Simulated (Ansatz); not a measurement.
**CH₅BrSi₂ (SMILES [SiH3]C[Si]Br): density, localisation and related maps**

```yaml
atoms:
  - { symbol: C, position_ang: [0.4302, -0.3684, 1.4097] }
  - { symbol: Br, position_ang: [-2.6187, -0.9370, 2.1727] }
  - { symbol: Si, position_ang: [0.1162, 1.3899, 0.7534] }
  - { symbol: Si, position_ang: [-0.8756, -1.6310, 0.8544] }
  - { symbol: H, position_ang: [-0.9325, 2.0603, 1.5668] }
  - { symbol: H, position_ang: [1.3763, 2.1869, 0.7981] }
  - { symbol: H, position_ang: [-0.3461, 1.3275, -0.6663] }
  - { symbol: H, position_ang: [0.4812, -0.2928, 2.5104] }
  - { symbol: H, position_ang: [1.4131, -0.7023, 1.0307] }
```

Geometry: B3LYP-D3(BJ)/def2-SVP.

Computed with isolated molecule in a Gaussian basis; Kohn-Sham density functional theory, functional PBE0 in Ansatz 0.2.0.

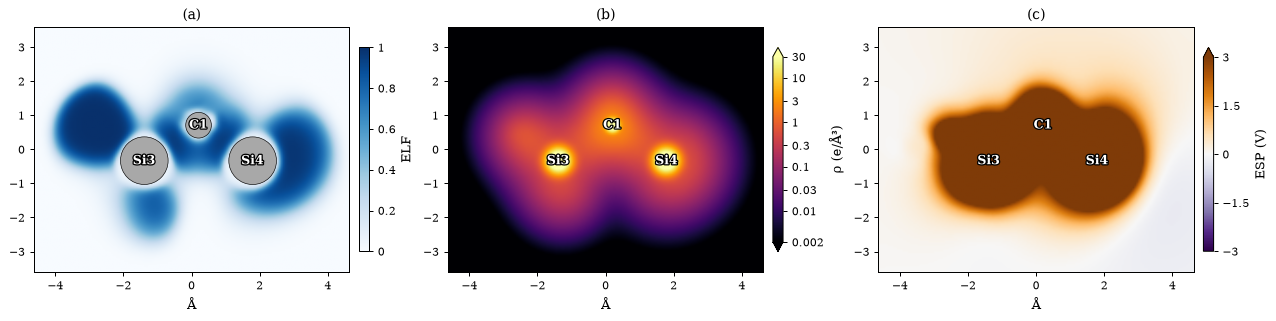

Figure 1. (a) electron localisation function; (b) total electron density; (c) molecular electrostatic potential on the plane of atoms Si3, C1 and Si4. Grey discs cover the atomic cores in the ELF map.

### What do the fields say about this system?

- Atoms in the plane: C and Si.
- C–Si (1.90 Å): the density is about 0.91 e/Å³ at the midpoint; the ELF peaks at about 0.95 between the atoms: localised, covalent bonding.
- The ELF also peaks beside Si4, away from the bonds: lone-pair regions.
- The potential has no marked negative region in this plane.

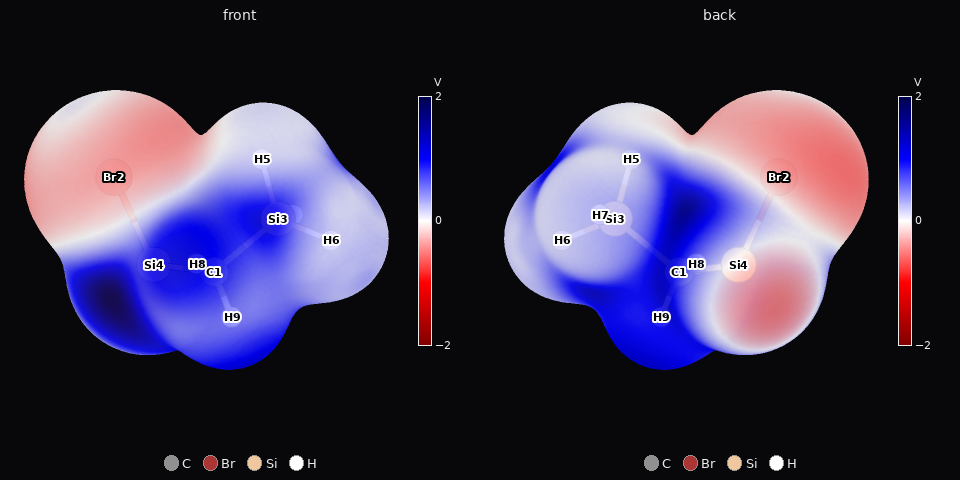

Figure 2. The molecular electrostatic potential painted on the density surface at 0.002 e/bohr³, seen from the front and from behind; red is negative and blue positive.

### Describe the electrostatic potential map.

The most negative region (about −0.6 V, or −14 kcal/mol for a unit charge) lies over Br2, the most positive (about +1.8 V, or +42 kcal/mol for a unit charge) over Si4.

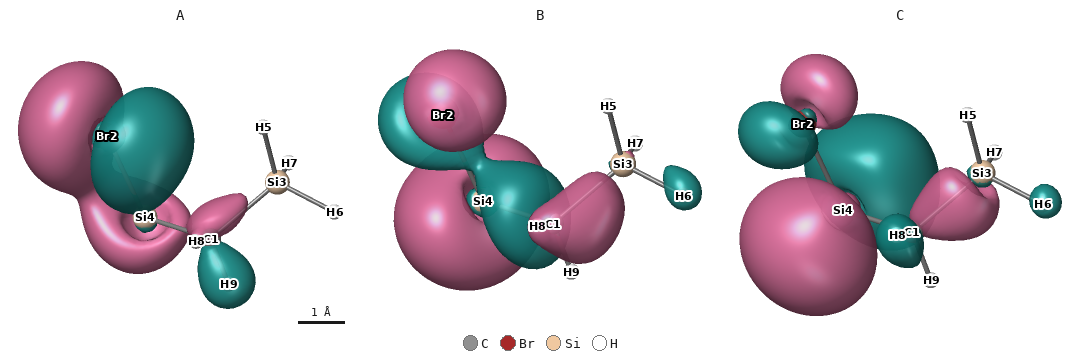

Figure 3. Three frontier orbitals at ±0.08 Å⁻³ᐟ² (teal and pink are the two phases), in no order.

### Order the three orbitals by energy and name them.

A is the HOMO−1 (−8.61 eV). It lies mainly on Br2 (about 80 %) and Si4 (about 15 %); largely a lone pair of Br2. B is the HOMO (−6.83 eV). By Hirshfeld shares it lies mainly on Si4 (about 55 %), Br2 (about 20 %) and C1 (about 15 %). C is the LUMO (−2.73 eV). Its weight (Hirshfeld) is mainly on Si4 (about 75 %) and Br2 (about 10 %).

### What is the HOMO–LUMO gap?

4.10 eV between the orbital energies.
